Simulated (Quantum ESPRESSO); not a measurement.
# CrBr2: orders under biaxial strain

Wanted: the trend of the moments of CrBr2 with biaxial strain.

Method: PBEsol with U = 3.5 eV on Cr d (ortho-atomic projectors); plane waves with GBRV 1.5 PBEsol potentials, no spin-orbit coupling, in Quantum ESPRESSO 7.5.

## (1) The structure

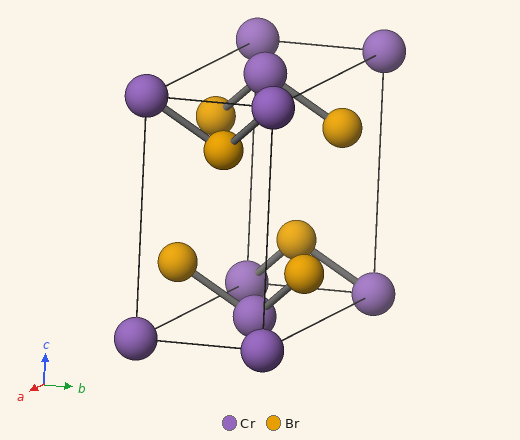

The cell as given, slightly off an axis (chromium purple, bromine orange). This picture shows the conventional cell, with its axes. Bonds to atoms that aren't drawn are left out. Some periodic images of atoms are drawn too.

The cell comes from Materials Project 2023-11-01, a database of computed structures, and need not be the stable phase.

## (2) Biaxial 0.94, ferro +

Lengths in the Cartesian xy plane scale by the factor; z is kept. Atoms keep their fractional places. Seeded atoms are those given a starting moment.

The input, pw.in:

```
&CONTROL
  calculation = 'scf'
  prefix = 'pwscf'
  outdir = './tmp'
  pseudo_dir = './pseudo'
  disk_io = 'nowf'
  tprnfor = .true.
  tstress = .true.
/
&SYSTEM
  ibrav = 0
  celldm(1) = 8
  nat = 3
  ntyp = 2
  ecutwfc = 40
  ecutrho = 280
  nbnd = 23
  occupations = 'smearing'
  smearing = 'fd'
  degauss = 0.00999582
  nspin = 2
  starting_magnetization(1) = 0.2143
  starting_magnetization(2) = 0
/
&ELECTRONS
  conv_thr = 6d-09
  electron_maxstep = 150
  mixing_beta = 0.3
/
ATOMIC_SPECIES
Cr     51.9961 cr_pbesol_v1.5.uspp.F.UPF
Br     79.9040 br_pbesol_v1.4.uspp.F.UPF
CELL_PARAMETERS alat
   0.8314768633917   -0.4065726151224    0.0000000000000
   0.8314768633917    0.4065726151224    0.0000000000000
  -0.1613911573294    0.0000000000000    1.5273583845774
ATOMIC_POSITIONS crystal
Cr      0.0000000000    0.0000000000    0.0000000000
Br      0.6457740000    0.6457740000    0.2332280000
Br      0.3542260000    0.3542260000    0.7667720000
K_POINTS automatic
6 6 6 0 0 0
HUBBARD {ortho-atomic}
U Cr-3d 3.5000
```

Started as:

```console
> OMP_NUM_THREADS=1 mpirun -n 4 pw.x -nk 4 -in pw.in > pw.out
```

Output:

```text
Program PWSCF v.7.5 starts

     Message from routine setup:
     using ibrav=0 with symmetry is DISCOURAGED, use correct ibrav instead

     K-points division:     npool     =       4
     Subspace diagonalization in iterative solution of the eigenvalue problem:

     bravais-lattice index     =            0
     lattice parameter (alat)  =       8.0000  a.u.
     unit-cell volume          =     528.7242 (a.u.)^3
     number of atoms/cell      =            3
     number of atomic types    =            2
     number of electrons       =        28.00
     number of Kohn-Sham states=           23
     kinetic-energy cutoff     =      40.0000  Ry
     charge density cutoff     =     280.0000  Ry
     scf convergence threshold =      6.0E-09
     mixing beta               =       0.3000
     number of iterations used =            8  plain     mixing
     Exchange-correlation= SLA  PW   PSX  PSC
                           (   1   4  10   8   0   0   0)
     Hubbard projectors: ortho-atomic
     Hubbard parameters of DFT+U (Dudarev formulation) in eV:
     U(Cr-3d) =  3.5000

     Internal variables: lda_plus_u =T, lda_plus_u_kind = 0

     Internal variables: orbital_resolved =F, hub_pot_fix =F, apply_U = F

     celldm(1)=   8.000000  celldm(2)=   0.000000  celldm(3)=   0.000000
     celldm(4)=   0.000000  celldm(5)=   0.000000  celldm(6)=   0.000000

     crystal axes: (cart. coord. in units of alat)
               a(1) = (   0.831477  -0.406573   0.000000 )
               a(2) = (   0.831477   0.406573   0.000000 )
               a(3) = (  -0.161391   0.000000   1.527358 )

     reciprocal axes: (cart. coord. in units 2 pi/alat)
               b(1) = (  0.601340 -1.229793  0.063542 )
               b(2) = (  0.601340  1.229793  0.063542 )
               b(3) = ( -0.000000  0.000000  0.654725 )

     PseudoPot. # 1 for Cr read from file:
     cr_pbesol_v1.5.uspp.F.UPF
     Pseudo is Ultrasoft + core correction, Zval = 14.0

     PseudoPot. # 2 for Br read from file:
     br_pbesol_v1.4.uspp.F.UPF
     Pseudo is Ultrasoft + core correction, Zval =  7.0

     atomic species   valence    mass     pseudopotential
     Cr               14.00    51.99610     Cr( 1.00)
     Br                7.00    79.90400     Br( 1.00)

     Starting magnetic structure
     atomic species   magnetization
     Cr              0.214
     Br              0.000

      4 Sym. Ops., with inversion, found

   Cartesian axes

     site n.     atom                  positions (alat units)
         1        Cr     tau(   1) = (   0.0000000   0.0000000   0.0000000  )
         2        Br     tau(   2) = (   1.0362513   0.0000000   0.3562227  )
         3        Br     tau(   3) = (   0.4653112  -0.0000000   1.1711356  )

     number of k points=    68  Fermi-Dirac smearing, width (Ry)=  0.0100
                       cart. coord. in units 2pi/alat
        k(    1) = (   0.0000000   0.0000000   0.0000000), wk =   0.0046296
        k(    2) = (   0.0000000   0.0000000   0.1091209), wk =   0.0092593
        k(    3) = (   0.0000000   0.0000000   0.2182417), wk =   0.0092593
        k(    4) = (   0.0000000   0.0000000  -0.3273626), wk =   0.0046296
        k(    5) = (   0.1002233   0.2049654   0.0105903), wk =   0.0185185
        [... 63 further k-points ...]

     Dense  grid:    41835 G-vectors     FFT dimensions: (  40,  40,  72)

     Smooth grid:    18037 G-vectors     FFT dimensions: (  30,  30,  50)

     Check: negative core charge=   -0.000003
     Generating pointlists ...
     new r_m :   0.2384 (alat units)  1.9075 (a.u.) for type    1
     new r_m :   0.2384 (alat units)  1.9075 (a.u.) for type    2

     Initial potential from superposition of free atoms

     starting charge      26.9999, renormalised to      28.0000

     negative rho (up, down):  8.391E-04 5.415E-04

     STARTING HUBBARD OCCUPATIONS:

     =================== HUBBARD OCCUPATIONS ===================
     ------------------------ ATOM    1 ------------------------
     Tr[ns(  1)] (up, down, total) =   3.40000  0.00000  3.40000
     Atomic magnetic moment for atom   1 =   3.40000
     [... lines left out ...]
     Number of occupied Hubbard levels =    3.4000

     Atomic wfc used for Hubbard projectors are orthogonalized

     Starting wfcs are   18 randomized atomic wfcs +    5 random wfcs

     Self-consistent Calculation

     iteration #  1     ecut=    40.00 Ry     beta= 0.30
     Davidson diagonalization with overlap
     ethr =  1.00E-02,  avg # of iterations =  7.1

     =================== HUBBARD OCCUPATIONS ===================
     ------------------------ ATOM    1 ------------------------
     Tr[ns(  1)] (up, down, total) =   4.24641  0.29853  4.54495
     Atomic magnetic moment for atom   1 =   3.94788
     [... lines left out ...]
     Number of occupied Hubbard levels =    4.5449

     Threshold (ethr) on eigenvalues was too large:
     Diagonalizing with lowered threshold

     Davidson diagonalization with overlap
     ethr =  5.77E-04,  avg # of iterations =  3.4

     negative rho (up, down):  4.096E-04 9.112E-04

     total energy              =    -256.40953313 Ry
     estimated scf accuracy    <       0.19198556 Ry

     total magnetization       =     4.00 Bohr mag/cell
     absolute magnetization    =     4.19 Bohr mag/cell

     iteration #  2     ecut=    40.00 Ry     beta= 0.30
     Davidson diagonalization with overlap
     ethr =  6.86E-04,  avg # of iterations =  2.0

     negative rho (up, down):  0.000E+00 1.504E-03

     total energy              =    -256.43768828 Ry
     estimated scf accuracy    <       0.04172931 Ry

     total magnetization       =     4.00 Bohr mag/cell
     absolute magnetization    =     4.13 Bohr mag/cell

     [... further iterations left out ...]

     iteration # 13     ecut=    40.00 Ry     beta= 0.30
     Davidson diagonalization with overlap
     ethr =  1.01E-09,  avg # of iterations =  2.3

     negative rho (up, down):  0.000E+00 4.832E-03

     total energy              =    -256.45466987 Ry
     estimated scf accuracy    <       0.00000004 Ry

     total magnetization       =     4.00 Bohr mag/cell
     absolute magnetization    =     4.21 Bohr mag/cell

     iteration # 14     ecut=    40.00 Ry     beta= 0.30
     Davidson diagonalization with overlap
     ethr =  1.31E-10,  avg # of iterations =  5.1

     negative rho (up, down):  0.000E+00 4.833E-03

     Magnetic moment per site  (integrated on atomic sphere of radius R)
     atom   1 (R=0.238)  charge= 12.0053  magn=  3.4911
     atom   2 (R=0.238)  charge=  4.6041  magn= -0.0223
     atom   3 (R=0.238)  charge=  4.6041  magn= -0.0223

     End of self-consistent calculation

     =================== HUBBARD OCCUPATIONS ===================
     ------------------------ ATOM    1 ------------------------
     Tr[ns(  1)] (up, down, total) =   4.22355  0.27654  4.50009
     Atomic magnetic moment for atom   1 =   3.94702
     [... lines left out ...]
     Number of occupied Hubbard levels =    4.5001

     Number of k-points >= 100: set verbosity='high' to print the bands.

     the Fermi energy is     6.0408 ev

!    total energy              =    -256.45466992 Ry
     estimated scf accuracy    <          3.3E-09 Ry
     smearing contrib. (-TS)   =      -0.00003186 Ry
     internal energy E=F+TS    =    -256.45463806 Ry

     The total energy is F=E-TS. E is the sum of the following terms:
     one-electron contribution =    -172.02134082 Ry
     hartree contribution      =      94.52715377 Ry
     xc contribution           =     -61.90379471 Ry
     ewald contribution        =    -117.12597803 Ry
     Hubbard energy            =       0.06932174 Ry

     total magnetization       =     4.00 Bohr mag/cell
     absolute magnetization    =     4.21 Bohr mag/cell

     convergence has been achieved in  14 iterations

     negative rho (up, down):  0.000E+00 4.833E-03

     Forces acting on atoms (cartesian axes, Ry/au):

     atom    1 type  1   force =     0.00000000    0.00000000    0.00000000
     atom    2 type  2   force =     0.01513266    0.00000000    0.02730302
     atom    3 type  2   force =    -0.01513266    0.00000000   -0.02730302

     Total force =     0.044146     Total SCF correction =     0.000154

     Computing stress (Cartesian axis) and pressure

     negative rho (up, down):  0.000E+00 4.833E-03
          total   stress  (Ry/bohr**3)                   (kbar)     P=       52.95
   0.00017225   0.00000000   0.00016396           25.34        0.00       24.12
   0.00000000   0.00060481  -0.00000000            0.00       88.97       -0.00
   0.00016396   0.00000000   0.00030278           24.12        0.00       44.54

=------------------------------------------------------------------------------=
   JOB DONE.
=------------------------------------------------------------------------------=
```

Wall time 99 s (4 MPI ranks of Arm Neoverse N1, shared host); peak memory 0.55 GiB; 6.6 min of CPU time.

Spin moment in the atom's sphere by atom:

| atom | spin moment in the atom's sphere (μB) |
| --- | --- |
| Cr1 | 3.49 |
| Br2 | -0.02 |
| Br3 | -0.02 |

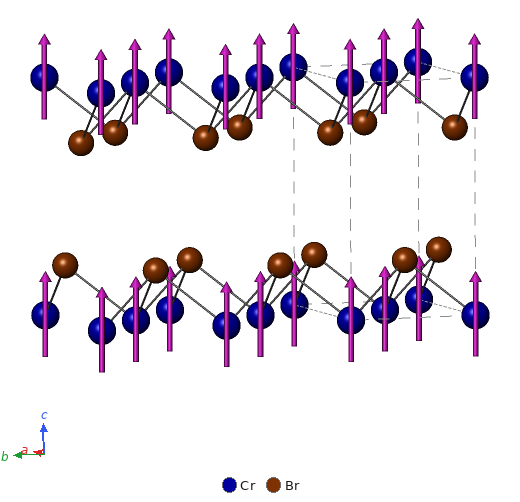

Spin moment in the atom's sphere as arrows, the longest 3.49 μB. Up and down stand for the sign. Arrows give size and sign along the axis of quantisation, drawn up and down the page. 1×3×1 conventional cells are drawn. Some periodic images of atoms are drawn too.

This step gave:

- smearing term TS: 4.34e-4 eV
- pressure: 5.295 GPa
- magnetization: 4 μB
- absolute magnetization: 4.207 μB
- final state: ferromagnetic

## (3) Biaxial 0.94, antiferro q=(0,1/2,0) +-

The wavevector q is in fractions of the reciprocal vectors of the crystal's primitive cell, as the cells of these inputs are built from it; moments change sign between cells as cos(2π q·R).

The input, pw.in:

```
&CONTROL
  calculation = 'scf'
  prefix = 'pwscf'
  outdir = './tmp'
  pseudo_dir = './pseudo'
  disk_io = 'nowf'
  tprnfor = .true.
  tstress = .true.
/
&SYSTEM
  ibrav = 0
  celldm(1) = 8
  nat = 6
  ntyp = 3
  ecutwfc = 40
  ecutrho = 280
  nbnd = 38
  occupations = 'smearing'
  smearing = 'fd'
  degauss = 0.00999582
  nspin = 2
  starting_magnetization(1) = 0.2143
  starting_magnetization(2) = -0.2143
  starting_magnetization(3) = 0
/
&ELECTRONS
  conv_thr = 1.2d-08
  electron_maxstep = 150
  mixing_beta = 0.3
/
ATOMIC_SPECIES
Cr1    51.9961 cr_pbesol_v1.5.uspp.F.UPF
Cr2    51.9961 cr_pbesol_v1.5.uspp.F.UPF
Br     79.9040 br_pbesol_v1.4.uspp.F.UPF
CELL_PARAMETERS alat
   0.8314768633917   -0.4065726151224    0.0000000000000
   1.6629537267834    0.8131452302448    0.0000000000000
  -0.1613911573294    0.0000000000000    1.5273583845774
ATOMIC_POSITIONS crystal
Cr1     0.0000000000    0.0000000000    0.0000000000
Cr2     0.0000000000    0.5000000000    0.0000000000
Br      0.6457740000    0.3228870000    0.2332280000
Br      0.6457740000    0.8228870000    0.2332280000
Br      0.3542260000    0.1771130000    0.7667720000
Br      0.3542260000    0.6771130000    0.7667720000
K_POINTS automatic
6 3 6 0 0 0
HUBBARD {ortho-atomic}
U Cr1-3d 3.5000
U Cr2-3d 3.5000
```

Output:

```text
     [... lines left out ...]
Program PWSCF v.7.5 starts
     [... lines left out ...]
     number of atoms/cell      =            6
     [... lines left out ...]
     number of electrons       =        56.00
     number of Kohn-Sham states=           38
     kinetic-energy cutoff     =      40.0000  Ry
     charge density cutoff     =     280.0000  Ry
     scf convergence threshold =      1.2E-08
     [... lines left out ...]
      2 Sym. Ops., with inversion, found
     [... lines left out ...]
     number of k points=    56  Fermi-Dirac smearing, width (Ry)=  0.0100
     [... lines left out ...]
     iteration # 16     ecut=    40.00 Ry     beta= 0.30
     [... lines left out ...]
     Magnetic moment per site  (integrated on atomic sphere of radius R)
     atom   1 (R=0.238)  charge= 12.0031  magn=  3.4733
     atom   2 (R=0.238)  charge= 12.0031  magn= -3.4732
     atom   3 (R=0.238)  charge=  4.6035  magn= -0.0137
     atom   4 (R=0.238)  charge=  4.6035  magn=  0.0137
     atom   5 (R=0.238)  charge=  4.6035  magn=  0.0137
     atom   6 (R=0.238)  charge=  4.6035  magn= -0.0137
     [... lines left out ...]
     Tr[ns(  1)] (up, down, total) =   4.21961  0.28461  4.50422
     [... lines left out ...]
     Tr[ns(  2)] (up, down, total) =   0.28461  4.21961  4.50422
     [... lines left out ...]
     the Fermi energy is     5.9509 ev
!    total energy              =    -512.91294327 Ry
     estimated scf accuracy    <          5.8E-09 Ry
     smearing contrib. (-TS)   =      -0.00003382 Ry
     [... lines left out ...]
     total magnetization       =     0.00 Bohr mag/cell
     absolute magnetization    =     8.34 Bohr mag/cell
     convergence has been achieved in  16 iterations
     [... lines left out ...]
     Total force =     0.064689     Total SCF correction =     0.000179
     [... lines left out ...]
          total   stress  (Ry/bohr**3)                   (kbar)     P=       49.91
     [... lines left out ...]
```

It took 6.4 min on 4 MPI ranks; peak memory 1.1 GiB; 25 min of CPU time.

Spin moment in the atom's sphere by atom:

| atom | spin moment in the atom's sphere (μB) |
| --- | --- |
| Cr1 | 3.47 |
| Cr2 | -3.47 |
| Br3 | -0.01 |
| Br4 | 0.01 |
| Br5 | 0.01 |
| Br6 | -0.01 |

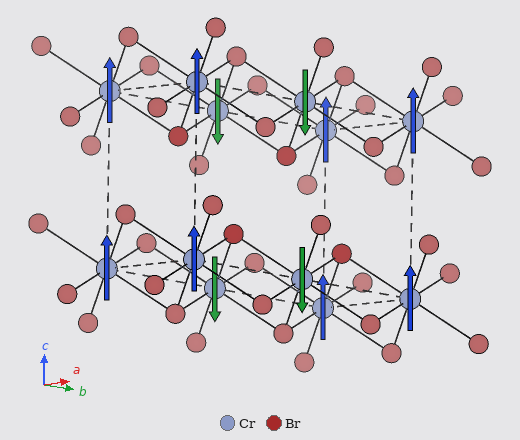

Spin moment in the atom's sphere as arrows, the longest 3.47 μB. Up and down stand for the sign. Arrows give size and sign along the axis of quantisation, drawn up and down the page. The two directions have two colours. Some periodic images of atoms are drawn too.

Read from the output:

* smearing term TS: 4.60e-4 eV
* pressure: 4.991 GPa
* magnetization: 0 μB
* absolute magnetization: 8.338 μB
* final state: antiferromagnetic

## (4) Biaxial 0.94, no spin polarisation

The input, pw.in:

```
&CONTROL
  calculation = 'scf'
  prefix = 'pwscf'
  outdir = './tmp'
  pseudo_dir = './pseudo'
  disk_io = 'nowf'
  tprnfor = .true.
  tstress = .true.
/
&SYSTEM
  ibrav = 0
  celldm(1) = 8
  nat = 3
  ntyp = 2
  ecutwfc = 40
  ecutrho = 280
  nbnd = 21
  occupations = 'smearing'
  smearing = 'fd'
  degauss = 0.00999582
/
&ELECTRONS
  conv_thr = 6d-09
  electron_maxstep = 150
  mixing_beta = 0.3
/
ATOMIC_SPECIES
Cr     51.9961 cr_pbesol_v1.5.uspp.F.UPF
Br     79.9040 br_pbesol_v1.4.uspp.F.UPF
CELL_PARAMETERS alat
   0.8314768633917   -0.4065726151224    0.0000000000000
   0.8314768633917    0.4065726151224    0.0000000000000
  -0.1613911573294    0.0000000000000    1.5273583845774
ATOMIC_POSITIONS crystal
Cr      0.0000000000    0.0000000000    0.0000000000
Br      0.6457740000    0.6457740000    0.2332280000
Br      0.3542260000    0.3542260000    0.7667720000
K_POINTS automatic
6 6 6 0 0 0
HUBBARD {ortho-atomic}
U Cr-3d 3.5000
```

Output:

```text
     [... lines left out ...]
Program PWSCF v.7.5 starts
     [... lines left out ...]
     number of atoms/cell      =            3
     [... lines left out ...]
     number of electrons       =        28.00
     number of Kohn-Sham states=           21
     kinetic-energy cutoff     =      40.0000  Ry
     charge density cutoff     =     280.0000  Ry
     scf convergence threshold =      6.0E-09
     [... lines left out ...]
      4 Sym. Ops., with inversion, found
     [... lines left out ...]
     number of k points=    68  Fermi-Dirac smearing, width (Ry)=  0.0100
     [... lines left out ...]
     iteration # 28     ecut=    40.00 Ry     beta= 0.30
     [... lines left out ...]
     Tr[ns(  1)] =   4.64209
     [... lines left out ...]
     the Fermi energy is     6.0014 ev
!    total energy              =    -256.17305595 Ry
     estimated scf accuracy    <          3.8E-09 Ry
     smearing contrib. (-TS)   =      -0.01487720 Ry
     [... lines left out ...]
     convergence has been achieved in  28 iterations
     [... lines left out ...]
     Total force =     0.037944     Total SCF correction =     0.000043
     [... lines left out ...]
          total   stress  (Ry/bohr**3)                   (kbar)     P=      -12.94
     [... lines left out ...]
```

Run time: 73 s. Hardware: 4 MPI ranks; peak memory 0.45 GiB.

This step gave:

```yaml
smearing_term_ts: 0.2024 eV
pressure: -1.294 GPa
final_state: non-magnetic (no spin polarisation)
```

(Continued in part 2 of 2.)

[Logs and program files are shortened in this print: banners, set-up blocks, solver, clock and traceback lines can be left out without a mark of their own.]

[Logs are printed without paths, hosts, clocks, repeated set-up lines and the standing remarks that a program may print on its own settings, such as how far it seeks lower states.]

[Hosts, paths, dates, database ids (printed as entryN), source tags and the programs' standing remarks are cut or masked in the printed files.]

[Where a cell is said to come from a database of computed structures, the database is the Materials Project.]
